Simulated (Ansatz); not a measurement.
CH5BFGa

```csv
atom,x (Å),y (Å),z (Å)
B,-0.3935,0.9298,0.4698
C,0.8370,0.7213,-0.3056
F,2.0674,0.8235,0.2277
Ga,-0.3249,-1.1961,-0.1073
H,-1.4254,0.6281,-0.1622
H,-0.4653,1.1741,1.6449
H,0.8976,0.6299,-1.4001
H,-0.3892,-1.7621,-1.5629
H,-0.7153,-1.9947,1.1788
```

Computed with Ansatz, RKS PBE0-D4/def2-SVP.

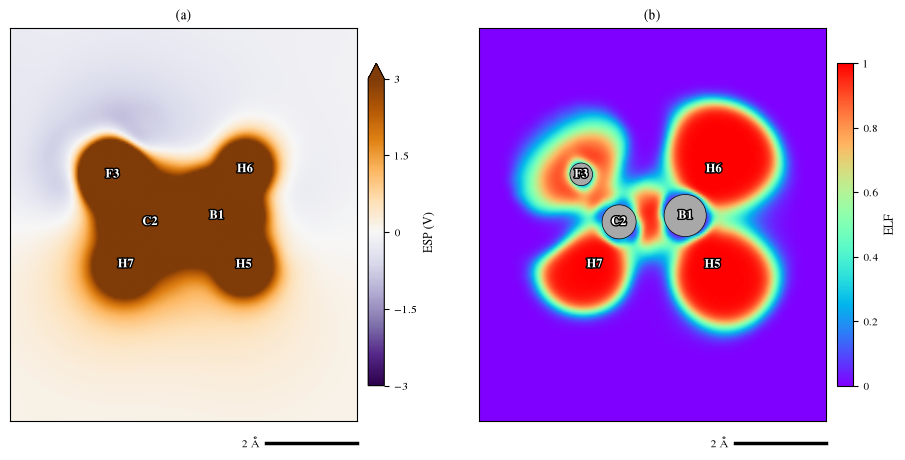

Figure 1. (a) electrostatic potential; (b) ELF on the plane of atoms B1, C2 and F3. Grey discs cover the atomic cores in the ELF map.

Question: Describe what can be read from this map.

Answer: The section cuts through B, C, F and H sites. C–F (1.34 Å): the ELF peaks at about 0.85 between the atoms; a polar covalent bond. C–B (1.47 Å): the ELF peaks at about 0.95 between the atoms, as expected for a covalent bond. C–H (1.10 Å): the ELF climbs to about 1 towards the hydrogen, as it does in any bond to H; a covalent bond by its length. B–H (1.20 Å): the ELF climbs to about 1 towards the hydrogen: an ordinary covalent bond to hydrogen. The ELF also peaks beside F3, away from the bonds: lone-pair regions. Outside the dense part of the molecule the potential is most negative (−0.9 V) near F3.

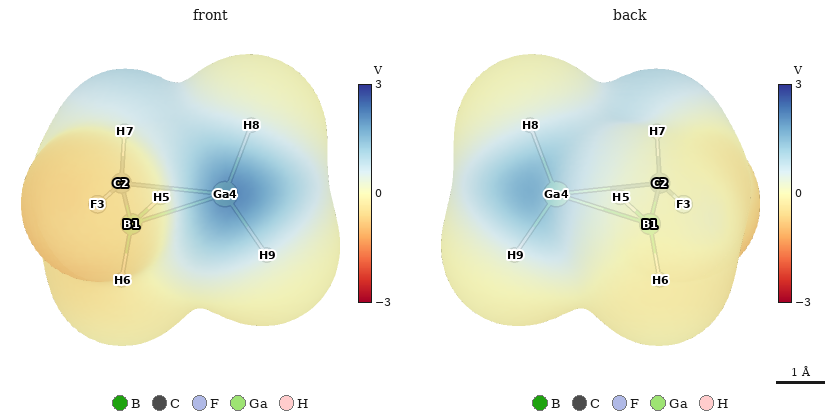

Figure 2. The molecular electrostatic potential painted on the density surface at 0.001 e/bohr³, seen from the front and from behind; red is negative and blue positive.

Question: Which sites attract a positive test charge, and which a negative one?

Answer: A positive charge is drawn to the negative regions and a negative charge to the positive ones. The most negative region (about −0.8 V) lies over F3, the most positive (about +2.1 V) over Ga4.

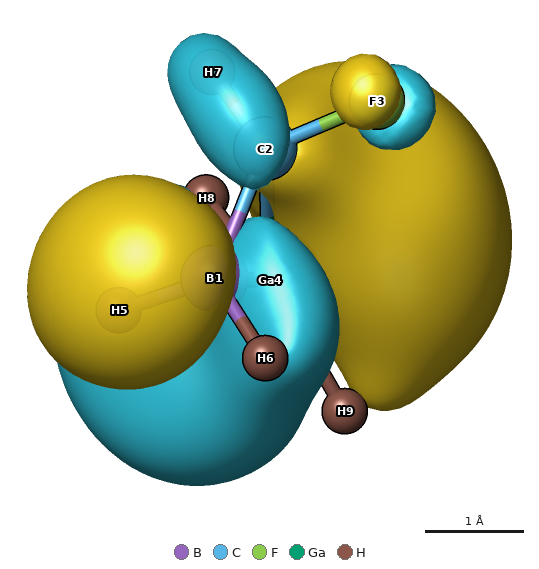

Figure 3. The LUMO at ±0.08 Å⁻³ᐟ² (yellow and cyan are the two phases), seen at an oblique angle.

Question: Where does this orbital lie, and at what energy?

Answer: Its weight (Hirshfeld) is mainly on Ga4 (about 55 %), B1 (about 20 %) and C2 (about 5 %). Its energy is −1.92 eV.
